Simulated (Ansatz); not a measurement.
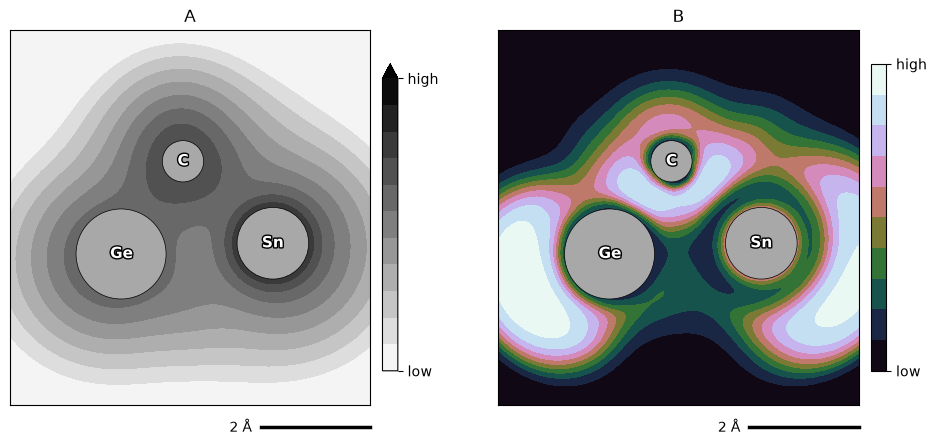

CH$_{4}$GeSn: 2 fields on the plane of atoms C1, Sn3 and Ge2, with unlabelled colour scales. Grey discs cover the atomic cores.

Geometry: PBE-D3(BJ)/def2-SVP; core potentials replace the inner electrons of Sn.

All numbers below come from isolated molecule in a Gaussian basis; Kohn-Sham density functional theory, functional PBE0 in Ansatz 0.2.0.

Which field does each panel show? The fields are: electron density and electron localisation function.

Answer. Panel A: electron density. Panel B: electron localisation function. From the grid: C–Ge (2.03 Å): the density is about 0.74 e/Å³ at the midpoint; the ELF peaks at about 0.90 in the valence shell of C, 0.7 Å from its nucleus, and is about 0.65 at the midpoint. C–Sn (2.22 Å): ρ is about 0.61 e/Å³ halfway; the ELF peaks at about 0.85 in the valence shell of C, 0.7 Å from its nucleus, and drops to about 0.20 between the two atoms.
